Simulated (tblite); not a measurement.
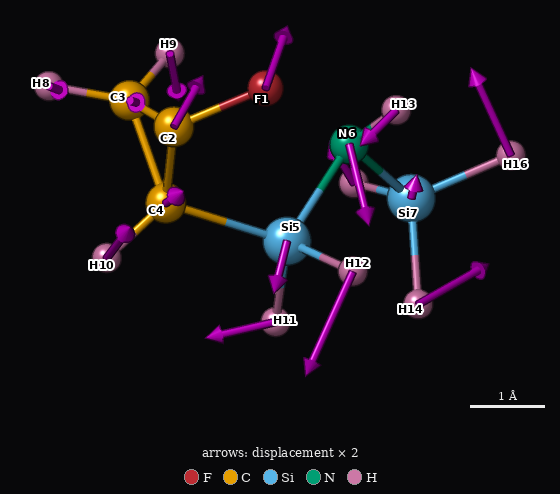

A relaxation of C3H9FNSi2 (multiplicity 2). The starting structure is drawn; purple arrows show the displacements, 2 times their true length. The two geometries are superimposed by the best rigid fit.

Style: ball-and-stick. Shown from a free direction.

The calculation used GFN2-xTB geometry optimisation, gas phase (tblite 0.8.0). 

> What happened in the run?

The energy falls by 18.0 kcal/mol in 106 geometry steps. The largest move after the best rigid fit is that of an H atom, 0.80 Å. Largest moves by element: H 0.80 Å, N 0.62 Å, F 0.60 Å, C 0.49 Å, Si 0.40 Å. Some distances before and after: C–C 1.516 → 1.455 Å, N–Si 1.783 → 1.724 Å, C–Si 1.858 → 1.901 Å, C–C 1.506 → 1.544 Å. Bond angles that change, for instance: Si–N–Si 107.0° → 131.0°, C–C–Si 112.8° → 122.1°, Si–C–H 120.2° → 114.4°. Groups turn about C–Si by about 30°. The run took 0.8 s on 1 thread of Arm Neoverse V1, on a shared host.
